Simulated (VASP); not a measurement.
System: Hf$_{2}$Pd$_{2}$Se$_{2}$Br$_{2}$O$_{3}$.

The calculation's input:

```
SYSTEM = Hf2Pd2Se2Br2O3
PREC = Accurate ; ENCUT = 520
EDIFF = 1E-7 ; ISMEAR = -1
SIGMA = 0.05 ; LREAL = .False.
LASPH = .True. ; NELM = 60
ALGO = Fast ; ISIF = 2
LWAVE = .False. ; LCHARG = .True.
GGA = PE ; LVHAR = .True.
KPAR = 4
```

Launched as:

```sh
cat potpaw_PBE.64/Hf_pv/POTCAR potpaw_PBE.64/Pd/POTCAR potpaw_PBE.64/Se/POTCAR potpaw_PBE.64/Br/POTCAR potpaw_PBE.64/O/POTCAR > POTCAR
mpirun -np 4 vasp_std > vasp.out
```

Below, planes, directions and counts refer to the conventional cell (a = 5.76 Å, b = 5.87 Å, c = 6.87 Å, α = 96.27°, β = 102.51°, γ = 95.11°).

Space group P1; a generated structure, not necessarily the stable one.

These are results of Kohn-Sham DFT of a periodic cell, PBE, VASP PAW PBE potentials, recommended in VASP, not measurements.

Question: What will maps of the valence pseudo-density show?

Answer: Hf–O (2.03 Å): ρ is about 0.75 e/Å³ halfway.

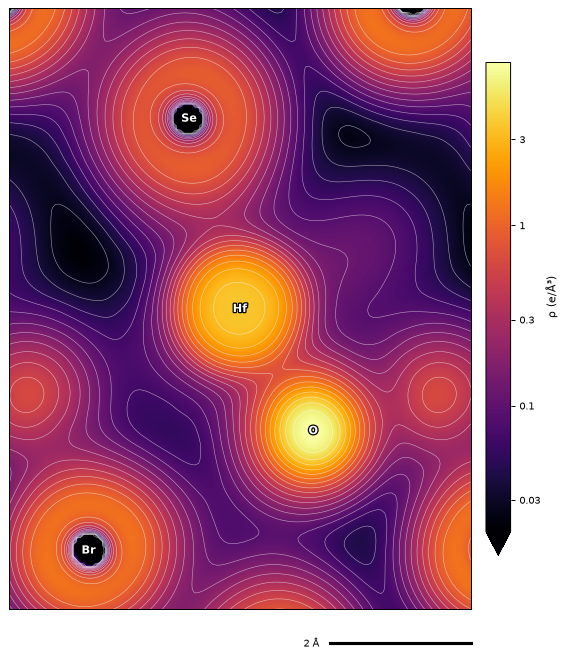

Computed valence pseudo-density on the (101̄) plane of the conventional cell. 

The density is the valence pseudo-density of a PAW calculation; it isn't the true density close to the nuclei.
